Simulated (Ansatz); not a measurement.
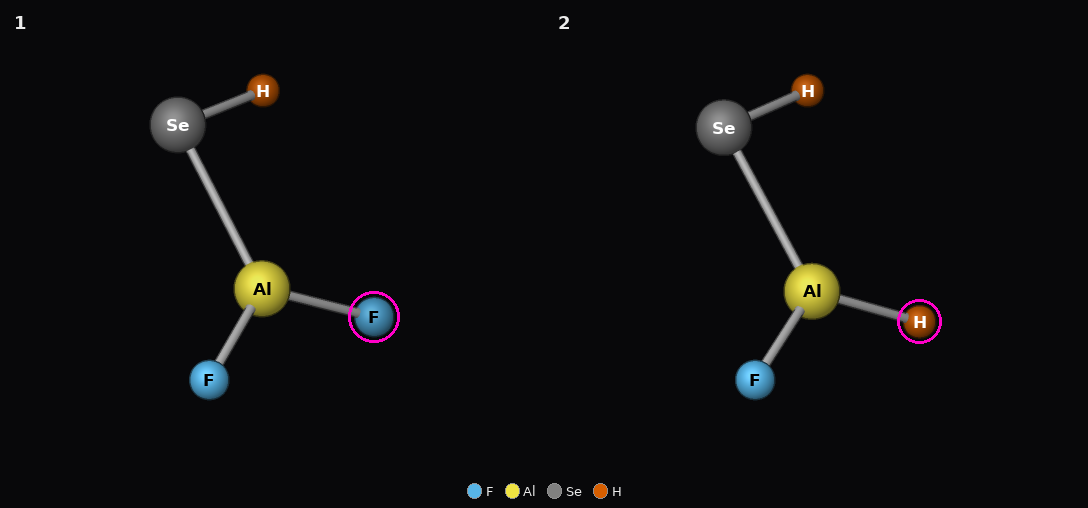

2 molecules with one skeleton, seen from the same side and at one scale; the atom that differs is circled. Each species is neutral and a spin singlet. Computed geometries: PBE0-D4/def2-TZVP optimisations, one conformation each. Properties computed with Ansatz 0.2.0.

One atom differs, called X below: F in panel 1, H in panel 2. Their formulas are AlF2HSe (`[F][Al]([F])[SeH]`), AlFH2Se (`[F][AlH][SeH]`).

> In which is the length of X–Al larger (PBE0-D4/def2-TZVP)?

In panel 1 (X = F).

> In which is the dipole moment larger (B3LYP-D4/def2-TZVPP)?

In panel 2 (X = H).

Give the values. With PBE0-D4/def2-TZVP: length of X–Al (Å), angle X–Al–Se (°). With CAM-B3LYP-D4/def2-TZVPP: HOMO energy (Kohn–Sham orbital) (eV), HOMO–LUMO gap (eV). With B3LYP-D4/def2-TZVPP: dipole moment (D).

```csv
quantity,1 (F),2 (H),2 − 1
length of X–Al (Å),1.638,1.570,−0.068
angle X–Al–Se (°),121.3,124.5,+3.2
HOMO energy (Kohn–Sham orbital) (eV),−9.17,−8.89,+0.28
HOMO–LUMO gap (eV),8.86,8.75,−0.11
dipole moment (D),1.39,1.65,+0.26
```
